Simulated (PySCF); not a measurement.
# H4O4Ta (Ta(O)2(H2O)2+): the cost of one run

The runs use PySCF 2.14.0; several levels, as the steps say, no spin–orbit coupling.

3 further runs of the same task are left out: 2 for a known fault of the program, 1 that didn't finish.

## (1) Starting geometry

9 atoms, charge 1, spin multiplicity 1.

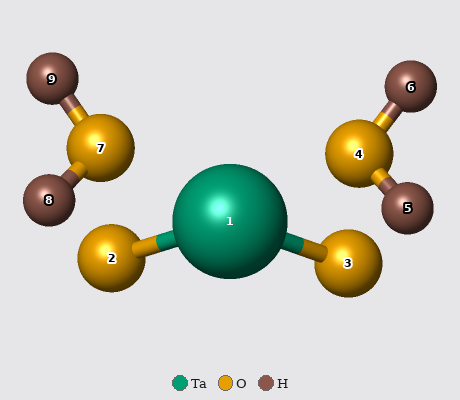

The geometry (tantalum teal, oxygen amber, hydrogen brown); atoms are numbered from 1 in the order of the file.

As a file:

```
Ta    0.2009    0.2009    0.0000
O     1.9218   -0.0026    0.0000
O    -0.0026    1.9218    0.0000
O    -2.2117   -0.1106    0.0000
H    -2.7590    0.1529    0.7714
H    -2.7590    0.1529   -0.7714
O    -0.1106   -2.2117    0.0000
H     0.1529   -2.7590    0.7714
H     0.1529   -2.7590   -0.7714
```

Formal oxidation states: Ta +5. An earlier session relaxed this geometry at BP86, Ta def2-SVP with ECP60, O def2-SVP, H def2-SVP (singlet, point group C2v). Its vibrations showed it to be a saddle point, relaxed within its symmetry.

At BP86 on the finer grid: E = -360.027601 Eh, HOMO -11.15 eV, LUMO -9.70 eV, Mulliken charge on Ta1 +1.00 e, largest force component 0.009 eV/Å. 

Levels to run: CAM-B3LYP; TPSS; revPBE; M06-L; BP86, TZVP; BP86, x2c-SVP. Hardware: 2 threads of Arm Neoverse V2, shared host.

## (2) CAM-B3LYP

The input, run.py (the lines that set the calculation):

```python
mol = gto.M(atom='''
Ta     0.20095     0.20095     0.00000
O      1.92181    -0.00256     0.00000
O     -0.00256     1.92181     0.00000
O     -2.21168    -0.11061     0.00000
H     -2.75899     0.15290     0.77143
H     -2.75899     0.15290    -0.77143
O     -0.11061    -2.21168     0.00000
H      0.15290    -2.75899     0.77143
H      0.15290    -2.75899    -0.77143''',
    basis={'Ta': 'def2-SVP', 'O': 'def2-SVP', 'H': 'def2-SVP'},
    ecp={'Ta': 'def2-SVP'},
    charge=1, spin=0)
mf = dft.RKS(mol, xc='CAMB3LYP')
mf.grids.atom_grid = (75, 302)
mf = mf.density_fit()  # fitting sets: Ta def2-universal-JKFIT, O def2-universal-JKFIT, H def2-universal-JKFIT
mf.conv_tol = 1e-08; mf.max_cycle = 55
mf.kernel(dm0)  # dm0: the density of the relaxed state
```

Launch:

```
$ OMP_NUM_THREADS=2 python run.py
```

**Question.** How long does this run take on 2 threads of Arm Neoverse V2, shared host?

About 6.7 s.
